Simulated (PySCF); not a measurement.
SMILES CCc1ccc(OC)cc1 (C9H12O) at its GFN2-xTB optimised geometry (Å):

```
22

C      1.7201     3.4392     1.5010
C      1.4920     3.0062     0.0514
C      0.7221     1.7170     0.0000
C     -0.6689     1.7170     0.0000
C     -1.3791     0.5362    -0.0044
C     -0.7125    -0.6893    -0.0064
O     -1.5070    -1.7996    -0.0117
C     -0.8917    -3.0632    -0.0158
C      0.6766    -0.7008    -0.0048
C      1.3756     0.4952    -0.0002
H      2.2832     2.6791     2.0379
H      0.7677     3.5791     2.0074
H      2.2748     4.3742     1.5381
H      0.9393     3.7876    -0.4741
H      2.4578     2.8809    -0.4424
H     -1.2017     2.6572     0.0000
H     -2.4578     0.5324    -0.0075
H     -0.2747    -3.2084    -0.9089
H     -1.7048    -3.7876    -0.0201
H     -0.2776    -3.2158     0.8781
H      1.2268    -1.6289    -0.0079
H      2.4564     0.4690     0.0000
```

Level of theory: B3LYP/def2-SVP run with PySCF 2.14.0.

Map of the deformation density (molecule minus spherical neutral atoms) (e/bohr³) on the plane z = 1.0 Å:

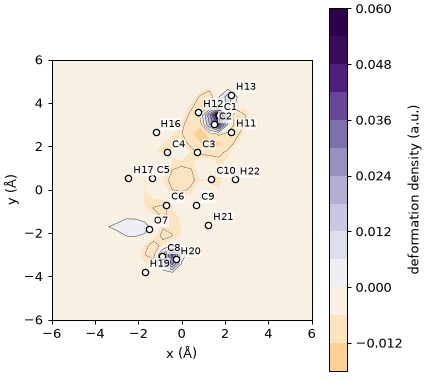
Figure: Deformation density (molecule minus spherical neutral atoms) (e/bohr³) on the plane z = 1.0 Å.
